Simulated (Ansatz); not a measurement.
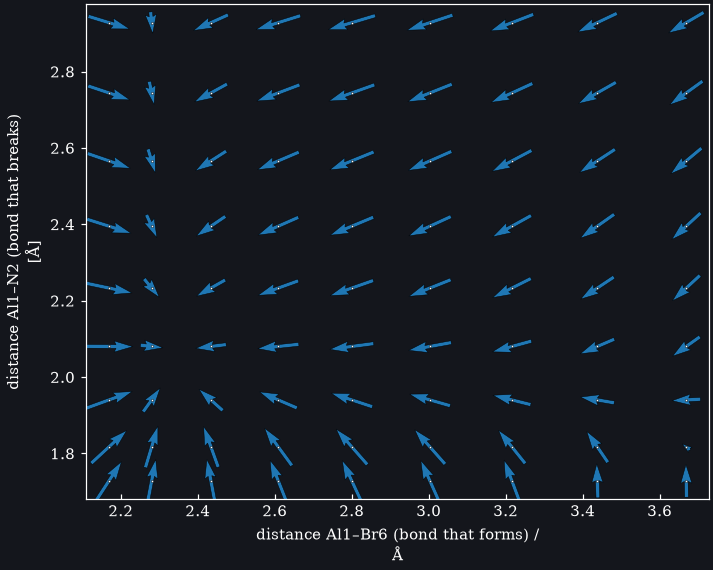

The reacting system AlBrH₅N (fragments AlH₅N + Br where the first distance is long, AlBrH₂ + H₃N where the second is long). 
- The first coordinate is: distance Al1–Br6 (bond that forms); the second: distance Al1–N2 (bond that breaks).
- Relaxed at each point: all other coordinates.
- Grid: 9 × 9 points.
- Points are written as (first, second).
- The reference is spin-restricted, so regions where a bond is pulled apart into radicals lie too high.
- Theory: Ansatz 0.2.0, RKS PBE0-D4/def2-SVP.

Drawn: dots at the grid points, arrows along the force (downhill), their lengths compressed.

Question: The arrows alone are given. Where is the energy lowest?

Answer: The arrows converge at about (2.325 Å, 2.064 Å) (read from the interpolated surface).

The energy map of the same scan:

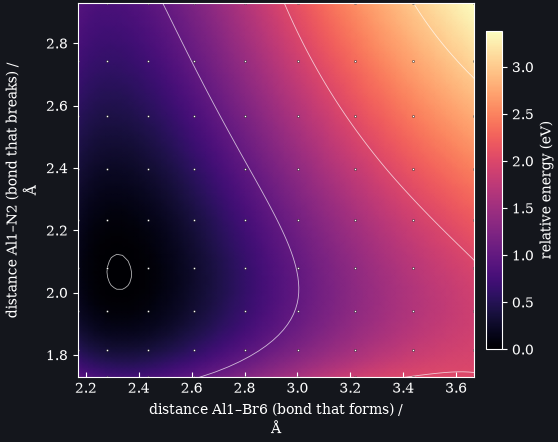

Energies are in eV, from the lowest grid point; between grid points the surface is interpolated.
